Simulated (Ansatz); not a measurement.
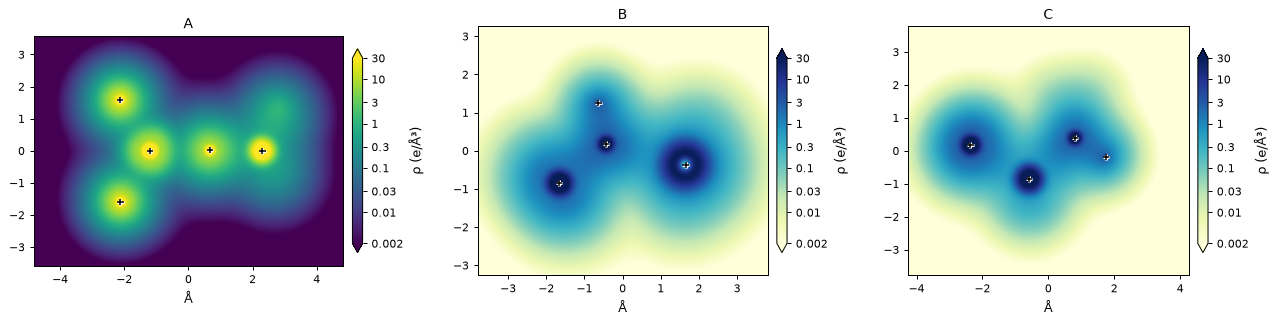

The total electron density of 3 systems, each on a plane through atoms (crosses mark nuclei in the plane).

Theory: Ansatz 0.2.0, RKS PBE0-D4/def2-TZVPP.

System 1: CH3SSb (SMILES S=[CH][SbH2]), the plane of atoms Sb3, C2 and H4. Geometry: PBE0-D4/def2-TZVP; core potentials replace the inner electrons of Sb.

```xyz
6

S    -1.2275   -1.6520    0.9347
C    -0.0774   -0.9640    0.0536
Sb    0.7692    0.9847    0.4308
H     0.3967   -1.5225   -0.7581
H     0.9364    1.3535   -1.2314
H    -0.7552    1.7363    0.5244
```

System 2: CH6ClNSi, the plane of atoms Si3, C2 and H8. Geometry: PBE0-D4/def2-TZVP.

```tsv
atom	x (Å)	y (Å)	z (Å)
N	-1.4323	0.4164	0.1727
C	-0.3220	0.0054	-0.6723
Si	1.1108	-0.5882	0.3735
Cl	1.6615	0.9450	1.6444
H	-2.2153	0.7403	-0.3802
H	-1.1576	1.1768	0.7818
H	0.0412	0.7682	-1.3799
H	-0.6287	-0.8570	-1.2779
H	2.2847	-0.9103	-0.4753
H	0.7408	-1.7480	1.2162
```

System 3: F2H3OScSi, the plane of atoms F1, Sc2 and O4. Geometry: PBE0-D4/def2-TZVP.

```xyz
8

F     1.6150   -1.0571    2.6540
Sc    1.2489   -1.2326    0.8567
F     2.0677   -2.5631   -0.1203
O     0.0456   -0.0548    0.0227
Si   -0.9993    0.9822   -0.6872
H    -2.2322    1.1095    0.1354
H    -1.3763    0.4926   -2.0402
H    -0.3694    2.3234   -0.8211
```

Q: Which map belongs to which system?

A: Panel A is system 3, F2H3OScSi: the plane holds F, Sc, O and Si. Si–O (1.63 Å): the density is about 1.2 e/Å³ at the midpoint. Panel B is system 1, CH3SSb: the plane holds S, C, Sb and H. C–S (1.60 Å): the density is about 1.7 e/Å³ at the midpoint. Panel C is system 2, CH6ClNSi: the plane holds C, Si, Cl and H. C–Si (1.87 Å): ρ at the midpoint is about 1 e/Å³.
